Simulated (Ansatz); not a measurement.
# SiH₃S+ (triplet): one geometry, many settings

Aim: run SiH₃S+ (triplet) at one geometry under a spread of methods and options, and see what each costs and gives.

The runs use Ansatz 0.2.0, Gaussian basis; the settings change from run to run.

22 further runs of the same task are left out: 1 for a known fault of the program, 7 that didn't finish, 14 set aside as unsound or not needed.

### Step 1. The system

The geometry is a PBE0/def2-TZVP stationary point (not a proven minimum) of the parent state, kept for this charge and spin.

5 atoms, charge 1, spin multiplicity 3.

Atoms are counted from 1 here; the program's logs count them from 0.

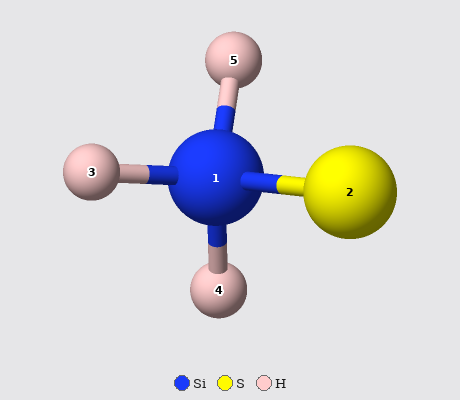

The geometry (silicon blue, sulfur yellow, hydrogen pink); atoms are numbered from 1 in the order of the file.

### Step 2. CCSD/cc-pVDZ

File in.yaml:

```yaml
crystal:
  periodic: [false, false, false]
  atoms:
    - {symbol: Si, position_ang: [0.000000, -0.000202, 1.052928]}
    - {symbol: S, position_ang: [0.000000, -0.004525, -1.067767]}
    - {symbol: H, position_ang: [0.000088, 1.448282, 1.400063]}
    - {symbol: H, position_ang: [1.211621, -0.649429, 1.614567]}
    - {symbol: H, position_ang: [-1.211700, -0.649282, 1.614567]}
basis:
  gaussian: {orbitals: cc-pVDZ}
total_charge: 1
magnetization: {spin_polarized: true, initial_magnetization: 2}
hamiltonian: {xc: {name: B3LYP}}
correlation: {method: ccsd, electrons: outside_noble_gas}
scf: {lower_state_search: off}
```

Run with:

```console
$ ansatz run in.yaml --threads 1 --pin off --events-out ev --progress --plain --max-ram 2393MiB
```

The log of the run, shortened:

```text
Functional definition: B3LYP
  name "B3LYP"
  cite "Stephens, Devlin, Chabalowski & Frisch, J. Phys. Chem. 98, 11623 (1994) doi:10.1021/j100096a001"
  cite "Becke, Phys. Rev. A 38, 3098 (1988) doi:10.1103/PhysRevA.38.3098"
  cite "Lee, Yang & Parr, Phys. Rev. B 37, 785 (1988) doi:10.1103/PhysRevB.37.785"
  cite "Vosko, Wilk & Nusair, Can. J. Phys. 58, 1200 (1980) doi:10.1139/p80-159"
[...]
503 factors; integrals over basis functions are off by at most 1.1e-3 eV
[...]
mean field -18752.48705829 eV, -689.1411884997 hartree, gradient 2.7e-6 eV, S^2 2.008069; 0 other end points of the search recorded, 0 dependent functions left out
10 core orbitals not correlated: weight in the atoms' cores, before any rotation towards them, 1.000 or more for the frozen orbitals, at most 0.000 for the correlated occupied ones
reference -18717.51891791 eV, -687.8561330432 hartree; 7, 5 occupied and 34, 36 virtual orbitals, 503 factors
second order -5.56185818 eV of doubles, -0.36703012 eV of singles
cycle   1  -6.47437813 eV  change   -5.5e-1 eV  update   7.7e-2
[...]
cycle  12  -6.79510065 eV  change   -7.2e-6 eV  update   1.2e-5
Total energy: -18724.31401856 eV, -688.1058483862 hartree
Checks for a lower state left out: stability, starts, cluster_reference, orbital_swaps, neighbouring_geometries, increment
```

Wall time 1.5 s (1 thread of Intel Xeon Platinum 8488C, shared host).

From the report: ⟨S²⟩ of the determinant 2.008 (pure triplet: 2.00); correlation -6.7951 eV; T1 0.033; largest double amplitude 0.03. The orbitals are Kohn-Sham ones, so correlation energy and T1 don't compare with those on Hartree-Fock orbitals.

### Step 3. BCCD/cc-pVDZ

Edit in.yaml of step 2 so:

```diff
@@ -12,4 +12,3 @@
 magnetization: {spin_polarized: true, initial_magnetization: 2}
-hamiltonian: {xc: {name: B3LYP}}
-correlation: {method: ccsd, electrons: outside_noble_gas}
-scf: {lower_state_search: off}
+hamiltonian: {xc: {name: PBE}}
+correlation: {method: bccd, electrons: valence}
```

The command is unchanged.

The log of the run, shortened:

```text
Functional definition: PBE
  name "PBE"
  cite "Perdew, Burke & Ernzerhof, Phys. Rev. Lett. 77, 3865 (1996) doi:10.1103/PhysRevLett.77.3865"
  parent pbe
[...]
503 factors; integrals over basis functions are off by at most 1.1e-3 eV
[...]
mean field -18742.54267440 eV, -688.7757391326 hartree, gradient 7.3e-6 eV, S^2 2.005822; 2 other end points of the search recorded, 0 dependent functions left out
10 core orbitals not correlated: weight in the atoms' cores, before any rotation towards them, 1.000 or more for the frozen orbitals, at most 0.000 for the correlated occupied ones
reference -18717.09818628 eV, -687.8406714411 hartree; 7, 5 occupied and 34, 36 virtual orbitals, 503 factors
second order -5.77296503 eV of doubles, -0.57891504 eV of singles
cycle   1  -6.85886541 eV  change   -5.2e-1 eV  update   8.8e-2
[...]
cycle  13  -7.18470326 eV  change    4.9e-6 eV  update   6.6e-6
Total energy: -18724.28288954 eV, -688.1047044158 hartree
```

Wall time 2.6 s (1 thread of Intel Xeon Platinum 8488C, shared host).

From the report: ⟨S²⟩ of the determinant 2.006 (pure triplet: 2.00); correlation -7.1847 eV; largest double amplitude 0.03.

### Step 4. BCCD(T) on ROHF/cc-pVDZ

Edit in.yaml of step 3 so:

```diff
@@ -11,4 +11,5 @@
 total_charge: 1
-magnetization: {spin_polarized: true, initial_magnetization: 2}
-hamiltonian: {xc: {name: PBE}}
-correlation: {method: bccd, electrons: valence}
+magnetization: {spin_polarized: false, initial_magnetization: 2}
+hamiltonian: {pseudopotentials: {relativity: scalar}}
+correlation: {method: bccd_t, electrons: valence}
+scf: {omitted_lower_state_checks: [cluster_reference]}
```

The command is unchanged.

The log of the run, shortened:

```text
Functional definition: HF
  name "HF"
  cite "Fock, Z. Phys. 61, 126 (1930) doi:10.1007/BF01340294"
  parent pbe
[...]
503 factors; integrals over basis functions are off by at most 1.1e-3 eV
[...]
mean field -18758.96915076 eV, -689.3794010046 hartree, gradient 8.7e-6 eV, S^2 2.000000; 1 other end points of the search recorded, 0 dependent functions left out
10 core orbitals not correlated: weight in the atoms' cores, before any rotation towards them, 1.000 or more for the frozen orbitals, at most 0.000 for the correlated occupied ones
reference -18758.96915076 eV, -689.3794010046 hartree; 7, 5 occupied and 34, 36 virtual orbitals, 503 factors
second order -5.08654489 eV of doubles, -0.10399090 eV of singles
cycle   1  -6.06490089 eV  change   -8.7e-1 eV  update   7.4e-2
[...]
cycle  13  -6.36884134 eV  change    1.1e-5 eV  update   4.0e-6
perturbative correction -0.16242853 eV, -0.0059691385 hartree
Total energy: -18765.50042064 eV, -689.6194207455 hartree
Relativity: scalar
Checks for a lower state left out: cluster_reference
```

Run time: 1.8 s. Hardware: 1 thread of Intel Xeon Platinum 8488C, shared host.

From the report: correlation -6.5313 eV; largest double amplitude 0.03.

### Step 5. HF/cc-pVDZ

Edit in.yaml of step 4 so:

```diff
@@ -12,4 +12,3 @@
 magnetization: {spin_polarized: false, initial_magnetization: 2}
-hamiltonian: {pseudopotentials: {relativity: scalar}}
-correlation: {method: bccd_t, electrons: valence}
-scf: {omitted_lower_state_checks: [cluster_reference]}
+hamiltonian: {xc: hf}
+output: {orbitals: {seedname: orbitals}}
```

The command is unchanged.

The log of the run:

```text
Functional definition: HF
  name "HF"
  cite "Fock, Z. Phys. 61, 126 (1930) doi:10.1007/BF01340294"
  parent pbe
  exchange = exact_x
  correlation = 0
503 factors; integrals over basis functions are off by at most 1.1e-3 eV
mean field evaluation 1: about -18716.2765 eV, gradient 1.0e1 eV
mean field evaluation 2: about -18716.2828 eV, gradient 1.0e1 eV
mean field evaluation 4: about -18717.9715 eV, gradient 2.5e0 eV
mean field evaluation 8: about -18718.0582 eV, gradient 3.0e-3 eV
mean field evaluation 16: about -18711.2106 eV, gradient 3.9e0 eV
mean field -18718.05819410 eV, -687.8759510777 hartree, gradient 1.3e-5 eV, S^2 2.000000; 2 other end points of the search recorded, 0 dependent functions left out
reference -18718.05819410 eV, -687.8759510777 hartree; 17, 15 occupied and 34, 36 virtual orbitals, 503 factors
Total energy: -18718.05819410 eV, -687.8759510777 hartree
```

Wall time 0.6 s (1 thread of Intel Xeon Platinum 8488C, shared host).

### Step 6. CISD/6-31G*

Edit in.yaml of step 5 so:

```diff
@@ -9,6 +9,7 @@
 basis:
-  gaussian: {orbitals: cc-pVDZ}
+  gaussian: {orbitals: "6-31G*"}
 total_charge: 1
 magnetization: {spin_polarized: false, initial_magnetization: 2}
-hamiltonian: {xc: hf}
-output: {orbitals: {seedname: orbitals}}
+correlation: {active_space: {ras: {orbitals: [5, 2, 27], electrons: 12, max_holes: 2, max_particles: 2}, fixed_orbitals: true}}
+scf: {lower_state_search: off}
+output: {forces: true}
```

Launched as before.

The log of the run, shortened:

```text
Functional definition: HF
  name "HF"
  cite "Fock, Z. Phys. 61, 126 (1930) doi:10.1007/BF01340294"
  parent pbe
[...]
427 factors; integrals over basis functions are off by at most 1.1e-3 eV
[...]
mean field -18717.07392013 eV, -687.8397796765 hartree, gradient 2.1e-6 eV, S^2 2.000000; 0 other end points of the search recorded, 0 dependent functions left out
reference -18717.07392013 eV, -687.8397796765 hartree; 17, 15 occupied and 27, 29 virtual orbitals, 427 factors
state -18722.17141498 eV, -688.0271091569 hartree
[...]
Total energy: -18722.17141498 eV, -688.0271091569 hartree
Atom 0 at     0.000000    -0.000202     1.052928 Å, force     0.000020     0.333413     3.251726 eV/Å
Atom 1 at     0.000000    -0.004525    -1.067767 Å, force    -0.000008    -0.129738    -1.656414 eV/Å
Atom 2 at     0.000088     1.448282     1.400063 Å, force    -0.000004    -0.069706    -0.413354 eV/Å
Atom 3 at     1.211621    -0.649429     1.614567 Å, force     0.074629    -0.066989    -0.590979 eV/Å
Atom 4 at    -1.211700    -0.649282     1.614567 Å, force    -0.074637    -0.066980    -0.590979 eV/Å
Dipole moment:    -0.000002    -0.035462    -0.157531 e Å
Checks for a lower state left out: starts, cluster_reference, orbital_swaps, neighbouring_geometries, increment
```

Wall time 3.6 s (1 thread of Intel Xeon Platinum 8488C, shared host).

From the report: 80,996 determinants.

### Step 7. CISD/cc-pVDZ

Edit in.yaml of step 6 so:

```diff
@@ -9,7 +9,6 @@
 basis:
-  gaussian: {orbitals: "6-31G*"}
+  gaussian: {orbitals: cc-pVDZ}
 total_charge: 1
 magnetization: {spin_polarized: false, initial_magnetization: 2}
-correlation: {active_space: {ras: {orbitals: [5, 2, 27], electrons: 12, max_holes: 2, max_particles: 2}, fixed_orbitals: true}}
+correlation: {active_space: {ras: {orbitals: [5, 2, 34], electrons: 12, max_holes: 2, max_particles: 2}, fixed_orbitals: true}}
 scf: {lower_state_search: off}
-output: {forces: true}
```

Same command.

The log of the run:

```text
Functional definition: HF
  name "HF"
  cite "Fock, Z. Phys. 61, 126 (1930) doi:10.1007/BF01340294"
  parent pbe
  exchange = exact_x
  correlation = 0
these checks for a lower state are left out or cut short: stability, starts, cluster_reference, orbital_swaps, neighbouring_geometries, increment
503 factors; integrals over basis functions are off by at most 1.1e-3 eV
mean field evaluation 1: about -18716.2765 eV, gradient 1.0e1 eV
mean field evaluation 2: about -18716.2828 eV, gradient 1.0e1 eV
mean field evaluation 4: about -18717.9715 eV, gradient 2.5e0 eV
mean field evaluation 8: about -18718.0582 eV, gradient 3.0e-3 eV
mean field -18718.05819410 eV, -687.8759510777 hartree, gradient 6.7e-6 eV, S^2 2.000000; 0 other end points of the search recorded, 0 dependent functions left out
reference -18718.05819410 eV, -687.8759510777 hartree; 17, 15 occupied and 34, 36 virtual orbitals, 503 factors
state -18723.91028133 eV, -688.0910113167 hartree
Total energy: -18723.91028133 eV, -688.0910113167 hartree
Checks for a lower state left out: stability, starts, cluster_reference, orbital_swaps, neighbouring_geometries, increment
```

Wall time 3.2 s (1 thread of Intel Xeon Platinum 8488C, shared host).

From the report: 127,368 determinants.

### Step 8. All runs side by side

Where basis and cores are those of an earlier UCCSDT(Q)/cc-pVDZ run (-18724.6314 eV), and the state is the same kind, the miss against it is given.

```csv
level,correlated,functions,energy (eV),from UCCSDT(Q) (meV),time
CCSD/cc-pVDZ (on B3LYP orbitals),outside noble gas,51,-18724.3140,317.3,1.5 s
BCCD/cc-pVDZ (on PBE orbitals),valence,51,-18724.2829,348.5,2.6 s
BCCD(T) on ROHF/cc-pVDZ (relativity set),valence,51,-18765.5004,,1.8 s
HF/cc-pVDZ,,51,-18718.0582,6573.2,0.6 s
CISD/6-31G*,outside noble gas,44,-18722.1714,,3.6 s
CISD/cc-pVDZ,outside noble gas,51,-18723.9103,721.1,3.2 s
```

### Step 9. What came out

| quantity | value |
| --- | --- |
| runs | 6 |
| quickest | HF/cc-pVDZ, 0.6 s |
| slowest | CISD/6-31G*, 3.6 s |

**Reading.** Total energies in different bases, with other cores or another treatment of relativity can't be set against each other. CISD/6-31G* took 6 times as long as HF/cc-pVDZ; the jobs differ in more than the method. Among the correlated runs with a miss given, it spans +317 to +721 meV. Hartree-Fock, CASSCF and CASCI lack dynamic correlation by design. Cores frozen from Kohn-Sham orbitals shift the total energy.
